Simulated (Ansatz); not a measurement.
# Pressure series in Ag

Start from Ag in the fcc (Cu type) structure (space group Fm-3m, No. 225; a = 4.054 Å).

Cell and atoms are relaxed at each pressure.

Level of theory: plane-wave PAW DFT at the PBEsol level (Ansatz, a program for electronic structure, 420 eV), no spin-orbit coupling.

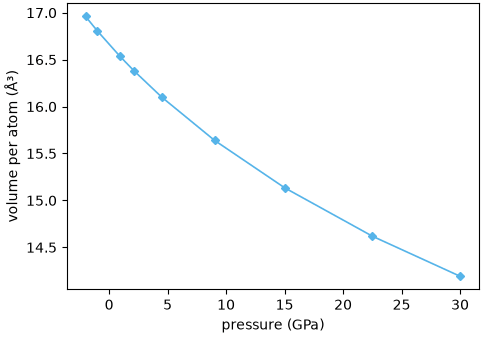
Figure. Volume against pressure

### Question
Estimate the zero-pressure bulk modulus from the plot.

### Answer
About 120 GPa; a third-order Birch–Murnaghan fit to the points gives V₀ = 16.66 Å³/atom, B₀ = 119 GPa and B₀′ = 5.6.

Measured bulk modulus of Ag: 110 GPa (static lattice; corrected from measurement; as listed in H. Levämäki et al., Physical Review B (2014)); the computed value is 8 % above it.

Load acts through the strain it causes; cell and atoms are relaxed under it. Stability against distortions was not tested. Competing high-pressure phases were not computed.
